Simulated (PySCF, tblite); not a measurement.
# C₄H₅N: changes of charge, electronic excitations, EPR parameters, part 3 of 3

tblite 0.8.0 and PySCF 2.14.0. Atoms count from 0.

## Step 15: Single point (C₄H₅N+ (doublet), C[CH][CH+]C#N): wB97X-D3(BJ)/ma-def2-TZVP in dichloromethane

Geometry: PBE0-D3(BJ)/def2-SVP.

Job settings and geometry (Å):

```
{"job": {"kind": "sp", "xc": "wB97X", "basis": "ma-def2-TZVP", "d3": "d3bj", "grid": 2, "solvent": "dichloromethane"}, "charge": 1, "multiplicity": 2}
C     -1.363554     0.112348     0.650539
C     -0.184492    -0.374585    -0.021181
C      0.936205     0.424951    -0.328236
C      2.039224    -0.109255    -0.980796
N      2.971249    -0.557971    -1.539183
H     -2.259221    -0.157970     0.048315
H     -1.357221     1.179166     0.901796
H     -1.527883    -0.509273     1.560759
H     -0.144999    -1.433573    -0.313434
H      0.961701     1.490229    -0.061406
```

The log of the run:

```text
final grid: 82688 points
cycle   1  E = -210.0419304750  dE = -1.833e-03  |g| = 5.094e-02  |ddm| = 2.860e-01
cycle   2  E = -210.0415747501  dE =  3.557e-04  |g| = 6.255e-02  |ddm| = 1.111e-01
cycle   3  E = -210.0432855391  dE = -1.711e-03  |g| = 7.812e-03  |ddm| = 3.513e-02
cycle   4  E = -210.0434132547  dE = -1.277e-04  |g| = 4.886e-03  |ddm| = 2.481e-02
cycle   5  E = -210.0434785811  dE = -6.533e-05  |g| = 2.154e-03  |ddm| = 1.593e-02
cycle   6  E = -210.0435098474  dE = -3.127e-05  |g| = 8.649e-04  |ddm| = 9.596e-03
cycle   7  E = -210.0435136444  dE = -3.797e-06  |g| = 4.754e-04  |ddm| = 3.403e-03
cycle   8  E = -210.0435143999  dE = -7.555e-07  |g| = 2.489e-04  |ddm| = 1.379e-03
cycle   9  E = -210.0435146689  dE = -2.690e-07  |g| = 9.697e-05  |ddm| = 9.770e-04
cycle  10  E = -210.0435147081  dE = -3.919e-08  |g| = 4.616e-05  |ddm| = 3.981e-04
cycle  11  E = -210.0435147168  dE = -8.697e-09  |g| = 2.278e-05  |ddm| = 1.791e-04
converged SCF energy = -210.0435147168
```

Run time: 14 s. Hardware: 1 thread of Arm Neoverse V2, shared host; peak memory 0.77 GiB.

## Step 16: Changes of charge: wB97X-D3(BJ)/ma-def2-TZVP

This step combines the energies above: geometries from PBE0-D3(BJ)/def2-SVP, zero-point and thermal terms from PBE0-D3(BJ)/def2-SVP.

Job settings and geometry (Å):

```
{"job": {"kind": "rx", "dirs": [1], "geom": {"xc": "PBE0", "basis": "def2-SVP", "d3": "d3bj", "grid": 1}, "hess": 1, "level": {"xc": "wB97X", "basis": "ma-def2-TZVP", "d3": "d3bj", "solvents": ["dichloromethane"]}}, "charge": 0, "multiplicity": 1}
C     -1.374908     0.071818     0.691387
C     -0.161394    -0.394123    -0.028263
C      0.887952     0.384596    -0.337708
C      2.035315    -0.103602    -1.030482
N      2.975298    -0.485475    -1.593485
H     -2.277089    -0.097948     0.080462
H     -1.320510     1.139690     0.945571
H     -1.518313    -0.503176     1.621377
H     -0.128793    -1.449394    -0.323062
H      0.902203     1.445283    -0.064440
```

Output (the driver's rows laid out field by field):

```text
ionisation and electron attachment, wB97X-D3(BJ)/ma-def2-TZVP // PBE0-D3(BJ)/def2-SVP

row 1
  change                  oxidation
  charge                  1
  multiplicity            2
  vertical_ev             10.1973
  vertical_s2             0.776
  formula                 C4H5N
  smiles                  C[CH][CH+]C#N
  kept                    yes
  pieces                  1
  point_group             Cs
  adiabatic_electronic_ev 10.0392
  adiabatic_ev            9.965
  free_energy_ev          9.9326
  s2                      0.779
  bonds_moved             1 2 1.343 1.41; 0 1 1.486 1.442; 2 3 1.426 1.388; 3 4 1.16 1.176
  spin_on                 4 N 0.429; 2 C 0.379; 1 C 0.279; 3 C -0.147
  charge_moved            4 N 0.252; 1 C 0.208; 2 C 0.172; 7 H 0.081
  vertical_back_ev        9.7426
  relaxation_parent_ev    0.2967
  relaxation_ion_ev       0.158
  reorganisation_ev       0.4547
  solution                solvent dichloromethane, absolute_potential_v 7.6476, solvation_parent_kj -25.17, solvation_ion_kj -245.64
```

Run time: 6 min. Hardware: 1 thread of Arm Neoverse V2, shared host; peak memory 0.77 GiB.

Energy taken up on oxidation, or given off on reduction (eV; adiabatic with zero-point energy):

| change | product | vertical | adiabatic | free energy | reorganisation | ⟨S²⟩ |
| --- | --- | --- | --- | --- | --- | --- |
| oxidation (multiplicity 2) | C[CH][CH+]C#N | 10.20 | 9.96 | 9.93 | 0.45 | 0.78 |

On oxidation to multiplicity 2 charge changes most on N4 (+0.25 e), C1 (+0.21 e), C2 (+0.17 e); the spin sits on N4 (0.43), C2 (0.38), C1 (0.28); the bond C1–C2 goes from 1.343 to 1.410 Å; the absolute potential is 7.65 V in dichloromethane.

## Step 17: Electronic excitations: TDDFT CAM-B3LYP/def2-SVPD

The job, as its differences from that of step 16:

```diff
@@ -1,2 +1,2 @@
-{"job": {"kind": "rx", "dirs": [1], "geom": {"xc": "PBE0", "basis": "def2-SVP", "d3": "d3bj", "grid": 1}, "hess": 1, "level": {"xc": "wB97X", "basis": "ma-def2-TZVP", "d3": "d3bj", "solvents": ["dichloromethane"]}}, "charge": 0, "multiplicity": 1}
+{"job": {"kind": "uv", "xc": "CAM-B3LYP", "basis": "def2-SVPD", "nstates": 6, "ntriplets": 0}, "charge": 0, "multiplicity": 1}
 C     -1.374908     0.071818     0.691387
```

Method: TDDFT CAM-B3LYP/def2-SVPD, vertical, gas phase, core orbitals frozen in the response.

The log of the run:

```text
coarse grid: 8512 points
cycle   1  E = -209.7920013121  dE =  5.627e-01  |g| = 4.446e-01  |ddm| = 4.741e+00
cycle   2  E = -209.7022545382  dE =  8.975e-02  |g| = 8.138e-01  |ddm| = 1.385e+00
cycle   3  E = -209.8466590059  dE = -1.444e-01  |g| = 4.169e-02  |ddm| = 8.646e-01
cycle   4  E = -209.8470131120  dE = -3.541e-04  |g| = 2.624e-02  |ddm| = 1.309e-01
cycle   5  E = -209.8471850684  dE = -1.720e-04  |g| = 5.409e-03  |ddm| = 4.886e-02
cycle   6  E = -209.8471914736  dE = -6.405e-06  |g| = 2.170e-03  |ddm| = 1.105e-02
final grid: 82688 points
cycle   7  E = -209.8875491484  dE = -1.878e-05  |g| = 2.792e-03  |ddm| = 5.845e-02
cycle   8  E = -209.8875487253  dE =  4.231e-07  |g| = 3.107e-03  |ddm| = 9.875e-03
cycle   9  E = -209.8875510748  dE = -2.350e-06  |g| = 3.308e-04  |ddm| = 4.033e-03
cycle  10  E = -209.8875511000  dE = -2.517e-08  |g| = 1.246e-04  |ddm| = 6.284e-04
cycle  11  E = -209.8875511028  dE = -2.826e-09  |g| = 6.793e-05  |ddm| = 2.838e-04
cycle  12  E = -209.8875511038  dE = -9.927e-10  |g| = 1.574e-05  |ddm| = 7.426e-05
converged SCF energy = -209.8875511038

Static polarisability (au): isotropic 55.542, principal 37.453 45.663 83.511

Singlet excitations
state   eV       nm        f      main configurations
  1   6.2491    198.4   0.43551   H->L 0.91
  2   6.5583    189.0   0.00000   H-1->L 0.86
  3   6.8893    180.0   0.00097   H->L+1 0.27, H->L+2 0.26, H->L+4 0.20
  4   7.5593    164.0   0.00033   H->L+1 0.58, H->L+4 0.21, H->L+2 0.12
  5   7.8619    157.7   0.00660   H-2->L 0.62, H-4->L 0.27
  6   8.0512    154.0   0.00003   H->L+3 0.40, H->L+2 0.37, H->L+4 0.09
```

Wall time 8.8 s (1 thread of Arm Neoverse V2, shared host); peak memory 0.61 GiB.

The orbitals next to the gap, with their largest atomic shares:

| orbital | eV | atoms |
| --- | --- | --- |
| HOMO−3 | -12.15 | C3 35 %, N4 32 %, C2 18 % |
| HOMO−2 | -11.82 | N4 76 %, C3 16 % |
| HOMO−1 | -11.01 | N4 48 %, C3 38 %, C2 8 % |
| HOMO | -9.26 | C2 26 %, C1 25 %, N4 21 % |
| LUMO | -0.30 | C1 32 %, C2 23 %, N4 14 % |
| LUMO+1 | 1.10 | C0 30 %, C1 13 %, C2 11 % |
| LUMO+2 | 1.76 | H9 25 %, C2 15 %, H8 11 % |

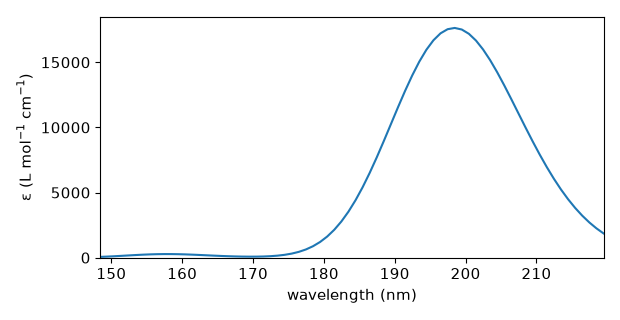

Absorption spectrum: each of the 6 states is a Gaussian band of 0.4 eV half-width at 1/e. Beyond the last state computed it falls off for lack of states.

Ground-state properties from the same run:

| property | computed |
| --- | --- |
| dipole moment (D) | 4.87 |
| polarisability (Å³) | 8.23 |
| HOMO–LUMO gap (eV) | 8.96 |
| −ε(HOMO) (eV) | 9.26 |

## Step 18: EPR parameters (C4H5N+ (doublet), C[CH][CH+]C#N): UKS B3LYP, pcH-1 on C H N

Job settings and geometry (Å):

```
{"job": {"kind": "epr", "basis": "pcH-1"}, "charge": 1, "multiplicity": 2}
C     -1.363554     0.112348     0.650539
C     -0.184492    -0.374585    -0.021181
C      0.936205     0.424951    -0.328236
C      2.039224    -0.109255    -0.980796
N      2.971249    -0.557971    -1.539183
H     -2.259221    -0.157970     0.048315
H     -1.357221     1.179166     0.901796
H     -1.527883    -0.509273     1.560759
H     -0.144999    -1.433573    -0.313434
H      0.961701     1.490229    -0.061406
```

With the program's defaults for keys left out, this is: UKS B3LYP, pcH-1 on C H N, non-relativistic, mean-field spin-orbit, GIAO.

The log of the run:

```text
UKS, coarse grid
  cycle   1  E = -209.74412736  |g| = 3.26e-01
  cycle   2  E = -209.45266646  |g| = 8.27e-01
  cycle   3  E = -209.80464192  |g| = 7.42e-02
  cycle   4  E = -209.80617967  |g| = 5.17e-02
  cycle   5  E = -209.80761966  |g| = 7.79e-03
  cycle   6  E = -209.80769777  |g| = 5.03e-03
  cycle   7  E = -209.80773394  |g| = 3.33e-03
  cycle   8  E = -209.80775025  |g| = 1.01e-03
  cycle   9  E = -209.80775173  |g| = 4.99e-04
UKS, final grid
  cycle   1  E = -209.80777191  |g| = 6.46e-04
  cycle   2  E = -209.80777171  |g| = 9.77e-04
  cycle   3  E = -209.80777217  |g| = 1.81e-04
  cycle   4  E = -209.80777218  |g| = 1.01e-04
  cycle   5  E = -209.80777220  |g| = 5.64e-05
  cycle   6  E = -209.80777221  |g| = 1.42e-05
E = -209.80777221 Eh   <S^2> = 0.7630 (exact 0.7500)
g shifts (ppm)      1          2          3
  rmc          -167       -167       -167
  gc             -1         27         39
  oz_so          66       1786       2858
  total        -102       1647       2731
hyperfine (MHz)  atom isotope    a_iso     a_fc   dipolar eigenvalues
    0   13C     -13.32     -13.32     -5.37     -3.36      8.73
    1   13C      11.27      11.27    -24.80    -22.57     47.37
    2   13C      24.92      24.92    -32.92    -31.04     63.96
    3   13C     -36.41     -36.41     -7.54     -6.95     14.48
    4   14N       8.12       8.12    -19.83    -15.63     35.46
    5    1H     104.65     104.65     -4.80     -3.07      7.86
    6    1H      -1.81      -1.81     -2.69     -1.10      3.79
    7    1H     114.52     114.52     -4.91     -3.05      7.96
    8    1H     -19.55     -19.55    -10.34     -3.90     14.24
    9    1H     -29.12     -29.12    -14.07     -3.60     17.67
```

Run time: 17 s. Hardware: 1 thread of Arm Neoverse V2, shared host; peak memory 0.67 GiB.

Principal g values 2.00222, 2.00397, 2.00505; g(iso) = 2.00374, against 2.00232 for a free electron.

Mean a(iso) over the nuclei that a row names, and the largest dipolar term of the row (other rows stand at the frozen geometry):

| nuclei | isotope | a(iso) (MHz) | a(iso) (G, at g = 2.0023) | largest dipolar term (MHz) |
| --- | --- | --- | --- | --- |
| H5, H6, H7 | 1H | 72.5 | 25.9 | 8.0 |
| C3 | 13C | -36.4 | -13.0 | 14.5 |
| H9 | 1H | -29.1 | -10.4 | 17.7 |
| C2 | 13C | 24.9 | 8.9 | 64.0 |
| H8 | 1H | -19.5 | -7.0 | 14.2 |
| C0 | 13C | -13.3 | -4.8 | 8.7 |
| C1 | 13C | 11.3 | 4.0 | 47.4 |
| N4 | 14N | 8.1 | 2.9 | 35.5 |

Mulliken spin populations:

| atom | value (e) |
| --- | --- |
| C0 | 0.00 |
| C1 | 0.28 |
| C2 | 0.39 |
| C3 | -0.13 |
| N4 | 0.41 |
| H5 | 0.04 |
| H6 | 0.00 |
| H7 | 0.04 |
| H8 | -0.01 |
| H9 | -0.02 |

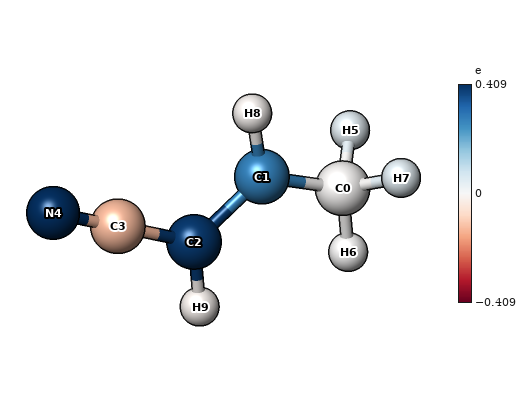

Mulliken spin populations, as colours on the atoms.

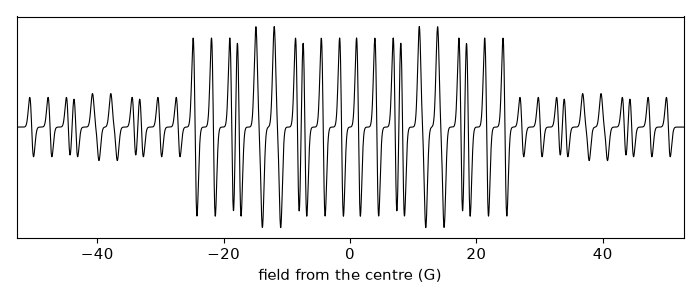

First-order isotropic spectrum (first derivative, main isotopes with spin only, couplings over 0.8 MHz, Gaussian width 0.3 G; couplings of the frozen geometry, rotation of groups not averaged beyond the rows shown).

## Step 19: Spectra of the species

Job settings and geometry (Å):

```
{"job": {"kind": "rx", "dirs": [1], "geom": {"xc": "PBE0", "basis": "def2-SVP", "d3": "d3bj", "grid": 1}, "hess": 1, "level": {"xc": "wB97X", "basis": "ma-def2-TZVP", "d3": "d3bj", "solvents": ["dichloromethane"]}, "spectra": true}, "charge": 0, "multiplicity": 1}
C     -1.374908     0.071818     0.691387
C     -0.161394    -0.394123    -0.028263
C      0.887952     0.384596    -0.337708
C      2.035315    -0.103602    -1.030482
N      2.975298    -0.485475    -1.593485
H     -2.277089    -0.097948     0.080462
H     -1.320510     1.139690     0.945571
H     -1.518313    -0.503176     1.621377
H     -0.128793    -1.449394    -0.323062
H      0.902203     1.445283    -0.064440
```

The log of the run:

```text
uv C/C=C/C#N +0: TDDFT CAM-B3LYP/def2-SVPD, vertical, gas phase, core orbitals frozen in the response
epr C[CH][CH+]C#N +1: UKS B3LYP, pcH-1 on C H N, non-relativistic, mean-field spin-orbit, GIAO
```

It took 26 s on 1 thread of Arm Neoverse V2, shared host; peak memory 0.67 GiB.

This step only lists the spectra that were run on the species above.

## Step 20: Summary of results

What follows sums up all 3 parts.

| quantity | value |
| --- | --- |
| strongest single infrared mode (GFN2-xTB) | 2373 cm⁻¹, 201 km/mol |
| zero-point energy (GFN2-xTB) | 48.4 kcal/mol |
| point group | Cs |
| rotational constants (main isotopes) | 38.26, 2.29, 2.19 GHz |
| surface potential, least and greatest | -1.85 V and 1.42 V |
| ionisation energy (wB97X-D3(BJ)/ma-def2-TZVP) | vertical 10.20 eV, adiabatic 9.96 eV |
| lowest singlet (CAM-B3LYP/def2-SVPD) | 6.25 eV (198 nm), f = 0.436 |

What this shows: No mode is imaginary among the 24: a minimum at this level. The strongest single mode, at 2373 cm⁻¹, moves mainly C3 and N4. Unscaled tight-binding wavenumbers are off by several per cent, some by more. Its intensities can rank the bands wrongly. Over 2 steps the energy fell by 0.041 eV; of the close pairs, C2–C3 changed most, 1.407 to 1.426 Å (PBE0/def2-SVP). At wB97X-D3(BJ)/ma-def2-TZVP, relaxation with the zero-point term after oxidation moves the energy taken up from 10.20 eV (vertical) to 9.96 eV (adiabatic, with zero-point energy). The lowest singlet, at 6.25 eV, is HOMO→LUMO 0.91 and is bright.
